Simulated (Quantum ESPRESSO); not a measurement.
# MgS (Niningerite): zone-centre phonons

Which modes does MgS (Niningerite) have at the zone centre?

Method: DFT LDA, scalar-relativistic, plane waves, PseudoDojo norm-conserving pseudopotentials, in Quantum ESPRESSO 7.5.

## (1) Set-up

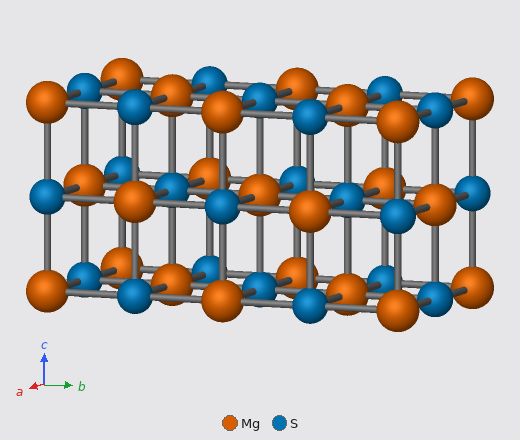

The starting structure, seen slightly off an axis (magnesium orange, sulfur blue). 1×2×1 cells are drawn. This picture shows the conventional cell, with its axes. Some periodic images of atoms are drawn too.

## (2) A probe with smearing

A cheap run with smearing and empty bands tells whether the crystal has a gap, which decides between fixed occupations and smearing later on.

The input, probe.in:

```
&control
   calculation = 'scf'
   prefix = 'x'
   outdir = './tmp'
   pseudo_dir = './pseudo'
   tprnfor = .true.
   tstress = .true.
   verbosity = 'high'
/
&system
   ibrav = 0
   nat = 2
   ntyp = 2
   ecutwfc = 84.0
   occupations = 'smearing'
   smearing = 'gaussian'
   degauss = 0.01
/
&electrons
   conv_thr = 1.0d-07
   mixing_beta = 0.7
   electron_maxstep = 100
/
ATOMIC_SPECIES
 Mg     24.3050  Mg.upf
 S      32.0600  S.upf
CELL_PARAMETERS angstrom
     0.000000000    2.601650000    2.601650000
     2.601650000    0.000000000    2.601650000
     2.601650000    2.601650000    0.000000000
ATOMIC_POSITIONS crystal
 Mg     0.000000000   0.000000000   0.000000000
 S      0.500000000   0.500000000   0.500000000
K_POINTS automatic
 6 6 6 0 0 0
```

On the command line:

```sh
> OMP_NUM_THREADS=1 mpirun -n 4 pw.x -nk 4 -in probe.in > probe.out
```

Output:

```text
[banners, grids, parts of the stress and lines that vanish by symmetry left out]
Program PWSCF v.7.5
     Message from routine setup:
     using ibrav=0 with symmetry is DISCOURAGED, use correct ibrav instead
[...]
kinetic-energy cutoff     =      84.0000  Ry
     charge density cutoff     =     336.0000  Ry
     scf convergence threshold =      1.0E-07
[...]
Exchange-correlation= SLA  PW   NOGX NOGC
                           (   1   4   0   0   0   0   0)
[...]
48 Sym. Ops., with inversion, found
[...]
(     0          1          0      )
                  (     0          0          1      )
[...]
( -0.0000000  1.0000000  0.0000000 )
                  ( -0.0000000  0.0000000  1.0000000 )
[...]
(     1          0         -1      )
                  (     0          0         -1      )
[...]
(  0.0000000 -1.0000000 -0.0000000 )
[...]
(    -1          1          0      )
                  (     0          1         -1      )
[...]
( -1.0000000  0.0000000 -0.0000000 )
                  ( -0.0000000  1.0000000 -0.0000000 )
[...]
number of k points=    16  Gaussian smearing, width (Ry)=  0.0100
[...]
End of self-consistent calculation
[...]
the Fermi energy is     7.9961 ev
!    total energy              =    -140.89756117 Ry
[...]
convergence has been achieved in   6 iterations
[...]
atom    1 type  1   force =     0.00000000   -0.00000000   -0.00000000
     atom    2 type  2   force =    -0.00000000    0.00000000    0.00000000
[...]
Total force =     0.000000     Total SCF correction =     0.000000
[...]
total   stress  (Ry/bohr**3)                   (kbar)     P=      -31.47
[...]
XML data file, charge density, pseudopotentials, collected wavefunctions

   JOB DONE.
```

It took 12 s on 4 MPI ranks of Intel Xeon at 2.50GHz (Skylake/Cascade Lake), shared host.

Read from the output:

```
volume per atom   : 17.61 Å³
pressure          : -3.147 GPa
gap on the k-mesh : 2.559 eV
```

A gap of 2.6 eV opens on this mesh, so the crystal is taken as an insulator; the start stands at -3.1 GPa.

## (3) Relaxing the cell and atoms

The relaxation runs at a cutoff a fifth above that of the response, since stress converges more slowly with the basis than frequencies do. Forces and stress are brought to rest with tight thresholds.

The input, relax.in:

```
&control
   calculation = 'vc-relax'
   prefix = 'x'
   outdir = './tmp'
   pseudo_dir = './pseudo'
   tprnfor = .true.
   tstress = .true.
   forc_conv_thr = 2.0d-05
   etot_conv_thr = 1.0d-07
   nstep = 40
/
&system
   ibrav = 0
   nat = 2
   ntyp = 2
   ecutwfc = 101
   occupations = 'fixed'
   nbnd = 10
/
&electrons
   conv_thr = 1.0d-11
   mixing_beta = 0.7
   electron_maxstep = 100
/
&ions
/
&cell
   press_conv_thr = 0.2
/
ATOMIC_SPECIES
 Mg     24.3050  Mg.upf
 S      32.0600  S.upf
CELL_PARAMETERS angstrom
     0.000000000    2.601650000    2.601650000
     2.601650000    0.000000000    2.601650000
     2.601650000    2.601650000    0.000000000
ATOMIC_POSITIONS crystal
 Mg     0.000000000   0.000000000   0.000000000
 S      0.500000000   0.500000000   0.500000000
K_POINTS automatic
 6 6 6 0 0 0
```

On the command line:

```sh
> OMP_NUM_THREADS=1 mpirun -n 4 pw.x -nk 4 -in relax.in > relax.out
```

Output:

```text
[banners, grids, parts of the stress and lines that vanish by symmetry left out]
[banner, memory and clock lines left out]
Program PWSCF v.7.5

[...]
kinetic-energy cutoff     =     101.0000  Ry
     charge density cutoff     =     404.0000  Ry
     scf convergence threshold =      1.0E-11
[...]
energy convergence thresh.=      1.0E-07
     force convergence thresh. =      2.0E-05
     press convergence thresh. =      2.0E-01
     Exchange-correlation= SLA  PW   NOGX NOGC
                           (   1   4   0   0   0   0   0)
[...]
48 Sym. Ops., with inversion, found
[...]
number of k points=    16
[...]
End of self-consistent calculation
[...]
highest occupied, lowest unoccupied level (ev):     6.1711    8.7305
!    total energy              =    -140.89759393 Ry
[...]
convergence has been achieved in  10 iterations
[...]
atom    1 type  1   force =    -0.00000000   -0.00000000    0.00000000
     atom    2 type  2   force =     0.00000000   -0.00000000   -0.00000000
     Total force =     0.000000     Total SCF correction =     0.000000
[...]
total   stress  (Ry/bohr**3)                   (kbar)     P=      -31.42
[...]
number of bfgs steps    =   0
[...]
CELL_PARAMETERS (angstrom)
[...]
ATOMIC_POSITIONS (crystal)
Mg               0.0000000000       -0.0000000000       -0.0000000000
S                0.5000000000        0.5000000000        0.5000000000
[...]
New effective cutoffs (rho, wfc):  407.35  102.08
[...]
End of self-consistent calculation
[...]
highest occupied, lowest unoccupied level (ev):     6.3580    8.9508
!    total energy              =    -140.89825536 Ry
[...]
convergence has been achieved in   6 iterations
[...]
atom    1 type  1   force =     0.00000000   -0.00000000   -0.00000000
     atom    2 type  2   force =    -0.00000000    0.00000000    0.00000000
     Total force =     0.000000     Total SCF correction =     0.000000
[...]
total   stress  (Ry/bohr**3)                   (kbar)     P=      -19.79
[...]
number of bfgs steps    =   1
[...]
CELL_PARAMETERS (angstrom)
[...]
ATOMIC_POSITIONS (crystal)
Mg              -0.0000000000       -0.0000000000        0.0000000000
S                0.5000000000        0.5000000000        0.5000000000
[...]
New effective cutoffs (rho, wfc):  414.00  103.74
[...]
End of self-consistent calculation
[...]
highest occupied, lowest unoccupied level (ev):     6.6464    9.2891
!    total energy              =    -140.89865277 Ry
[...]
convergence has been achieved in   7 iterations
[...]
atom    1 type  1   force =    -0.00000000    0.00000000    0.00000000
     atom    2 type  2   force =     0.00000000    0.00000000    0.00000000
     Total force =     0.000000     Total SCF correction =     0.000000
[...]
total   stress  (Ry/bohr**3)                   (kbar)     P=       -0.67
[...]
number of bfgs steps    =   2
[...]
CELL_PARAMETERS (angstrom)
[...]
ATOMIC_POSITIONS (crystal)
[...]
New effective cutoffs (rho, wfc):  414.23  103.80
[...]
End of self-consistent calculation
[...]
highest occupied, lowest unoccupied level (ev):     6.6565    9.3010
!    total energy              =    -140.89865319 Ry
[...]
convergence has been achieved in   6 iterations
[...]
atom    1 type  1   force =    -0.00000000    0.00000000   -0.00000000
     atom    2 type  2   force =    -0.00000000   -0.00000000    0.00000000
     Total force =     0.000000     Total SCF correction =     0.000000
[...]
total   stress  (Ry/bohr**3)                   (kbar)     P=        0.03
[...]
number of bfgs steps    =   3
[...]
small trust_radius: resetting bfgs history
[...]
CELL_PARAMETERS (angstrom)
[...]
ATOMIC_POSITIONS (crystal)
[...]
New effective cutoffs (rho, wfc):  414.22  103.80
[...]
End of self-consistent calculation
[...]
highest occupied, lowest unoccupied level (ev):     6.6564    9.3008
!    total energy              =    -140.89865319 Ry
[...]
convergence has been achieved in   3 iterations
[...]
atom    1 type  1   force =    -0.00000000   -0.00000000    0.00000000
     atom    2 type  2   force =    -0.00000000   -0.00000000    0.00000000
     Total force =     0.000000     Total SCF correction =     0.000000
[...]
total   stress  (Ry/bohr**3)                   (kbar)     P=        0.02
[...]
bfgs converged in   5 scf cycles and   4 bfgs steps
[...]
End of BFGS Geometry Optimization
     Final enthalpy           =    -140.8986531910 Ry
     File ./tmp/x.bfgs deleted, as requested
[...]
CELL_PARAMETERS (angstrom)
[...]
ATOMIC_POSITIONS (crystal)
Mg               0.0000000000       -0.0000000000       -0.0000000000
S                0.5000000000        0.5000000000        0.5000000000
[...]
Final scf calculation at the relaxed structure.
[...]
kinetic-energy cutoff     =     101.0000  Ry
     charge density cutoff     =     404.0000  Ry
     scf convergence threshold =      1.0E-13
[...]
press convergence thresh. =      2.0E-01
     Exchange-correlation= SLA  PW   NOGX NOGC
                           (   1   4   0   0   0   0   0)
[...]
48 Sym. Ops., with inversion, found
[...]
number of k points=    16
[...]
End of self-consistent calculation
[...]
highest occupied, lowest unoccupied level (ev):     6.6564    9.3008
!    total energy              =    -140.89865104 Ry
[...]
convergence has been achieved in  11 iterations
[...]
atom    1 type  1   force =     0.00000000    0.00000000   -0.00000000
     atom    2 type  2   force =    -0.00000000    0.00000000    0.00000000
     Total force =     0.000000     Total SCF correction =     0.000000
[...]
total   stress  (Ry/bohr**3)                   (kbar)     P=       -0.00
[...]
XML data file, charge density, pseudopotentials, collected wavefunctions
```

Elapsed: 1.8 min, on 4 MPI ranks.

Step by step:

| step | energy less that of the first step (eV) | largest force (eV/Å) | pressure (GPa) | volume (Å³) |
| --- | --- | --- | --- | --- |
| 1 | 0.0000 | 0.0000 | -3.14 | 35.22 |
| 2 | -0.0090 | 0.0000 | -1.98 | 34.66 |
| 3 | -0.0144 | 0.0000 | -0.07 | 33.83 |
| 4 | -0.0144 | 0.0000 | 0.00 | 33.80 |
| 5 | -0.0144 | 0.0000 | 0.00 | 33.80 |
| 6 | -0.0144 | 0.0000 | 0.00 | 33.80 |

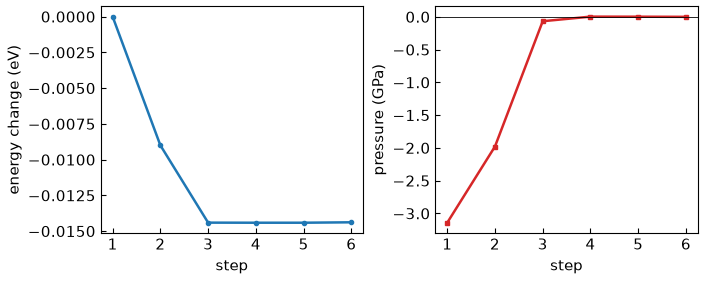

Energy and pressure along the relaxation.

| conventional cell, symmetrised | before | after | change |
| --- | --- | --- | --- |
| a (Å) | 5.203 | 5.132 | -1.4 % |
| b (Å) | 5.203 | 5.132 | -1.4 % |
| c (Å) | 5.203 | 5.132 | -1.4 % |
| volume (Å³/atom) | 17.61 | 16.90 | -4.0 % |

The relaxed structure:

```cif
data_structure
_symmetry_space_group_name_H-M 'P 1'
_symmetry_Int_Tables_number 1
_cell_length_a 3.6292
_cell_length_b 3.6292
_cell_length_c 3.6292
_cell_angle_alpha 60.000
_cell_angle_beta 60.000
_cell_angle_gamma 60.000
_cell_volume 33.80
loop_
_atom_site_label
_atom_site_type_symbol
_atom_site_fract_x
_atom_site_fract_y
_atom_site_fract_z
_atom_site_occupancy
Mg1 Mg 0.00000 0.00000 0.00000 1
S2 S 0.50000 0.50000 0.50000 1
```

The last row of the table of steps is pw.x's closing run on a basis chosen anew for the final cell, so its energy can jump.

Numbers from this step:

| Item | Value |
| --- | --- |
| volume per atom | 16.90 Å³ |
| pressure | 0 GPa |
| gap on the k-mesh | 2.644 eV |

The volume changes by -4.0 % from the cell with which this run began.

## (4) Ground state

Perturbation theory inherits every error of the wavefunctions, so the threshold is set near the limit of the arithmetic. With a gap, occupations are fixed, which also allows the response to an electric field.

The input, scf.in:

```
&control
   calculation = 'scf'
   prefix = 'x'
   outdir = './tmp'
   pseudo_dir = './pseudo'
   tprnfor = .true.
   tstress = .true.
/
&system
   ibrav = 0
   nat = 2
   ntyp = 2
   ecutwfc = 84.0
   occupations = 'fixed'
   nbnd = 10
/
&electrons
   conv_thr = 1.0d-12
   mixing_beta = 0.7
   electron_maxstep = 100
/
ATOMIC_SPECIES
 Mg     24.3050  Mg.upf
 S      32.0600  S.upf
CELL_PARAMETERS angstrom
     0.000000000    2.566206455    2.566206455
     2.566206455    0.000000000    2.566206455
     2.566206455    2.566206455    0.000000000
ATOMIC_POSITIONS crystal
 Mg     0.000000000   0.000000000   0.000000000
 S      0.500000000   0.500000000   0.500000000
K_POINTS automatic
 6 6 6 0 0 0
```

On the command line:

```sh
> OMP_NUM_THREADS=1 mpirun -n 4 pw.x -nk 4 -in scf.in > scf.out
```

Output:

```text
[banners, grids, parts of the stress and lines that vanish by symmetry left out]
[banner, memory and clock lines left out]
Program PWSCF v.7.5

[...]
kinetic-energy cutoff     =      84.0000  Ry
     charge density cutoff     =     336.0000  Ry
     scf convergence threshold =      1.0E-12
[...]
Exchange-correlation= SLA  PW   NOGX NOGC
                           (   1   4   0   0   0   0   0)
[...]
48 Sym. Ops., with inversion, found
[...]
number of k points=    16
[...]
End of self-consistent calculation
[...]
highest occupied, lowest unoccupied level (ev):     6.6564    9.3009
!    total energy              =    -140.89861756 Ry
[...]
convergence has been achieved in  11 iterations
[...]
atom    1 type  1   force =    -0.00000000   -0.00000000    0.00000000
     atom    2 type  2   force =    -0.00000000   -0.00000000    0.00000000
     Total force =     0.000000     Total SCF correction =     0.000000
[...]
total   stress  (Ry/bohr**3)                   (kbar)     P=       -0.15
[...]
XML data file, charge density, pseudopotentials, collected wavefunctions
```

Elapsed: 26 s, on 4 MPI ranks.

This step gave:

| Item | Value |
| --- | --- |
| pressure | -0.015 GPa |
| gap on the k-mesh | 2.645 eV |

The cell stands at -0.015 GPa, close enough for phonons.

(Part 1 of 2 ends here.)

[Host names and launcher messages were left out of these logs when they were recorded.]

[Logs are printed without paths, hosts, clocks, repeated set-up lines and the standing remarks that a program may print on its own settings, such as how far it seeks lower states.]

[Hosts, paths, dates, database ids (printed as entryN), source tags and the programs' standing remarks are cut or masked in the printed files.]
